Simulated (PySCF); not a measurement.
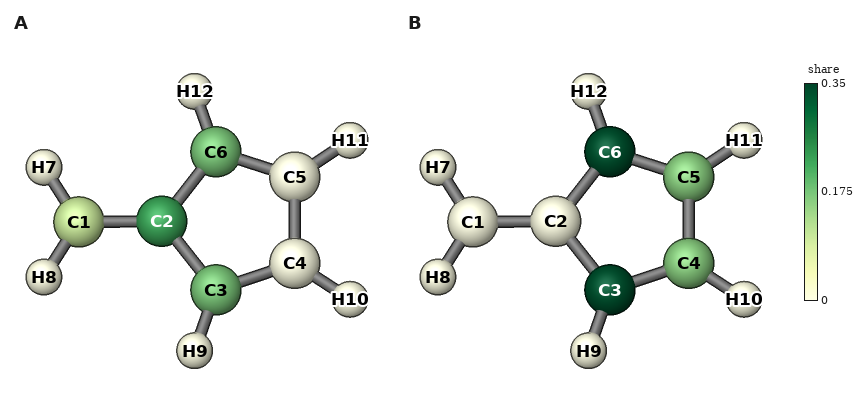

Each panel colours the atoms by their Löwdin share in one orbital (up to four of the largest shares; other atoms are shown as zero). Computed geometry: PBE0-D3(BJ)/def2-SVP optimisation. No frequency run is at hand to confirm it as a minimum. Method: PBE0/6-31+G* (PySCF 2.14.0).

> The panels show the HOMO−2, HOMO, in some order. Which is which?

A: HOMO−2, −9.79 eV; C2 0.23, C6 0.17, C3 0.17, C1 0.10
B: HOMO, −6.33 eV; C3 0.34, C6 0.34, C4 0.16, C5 0.16
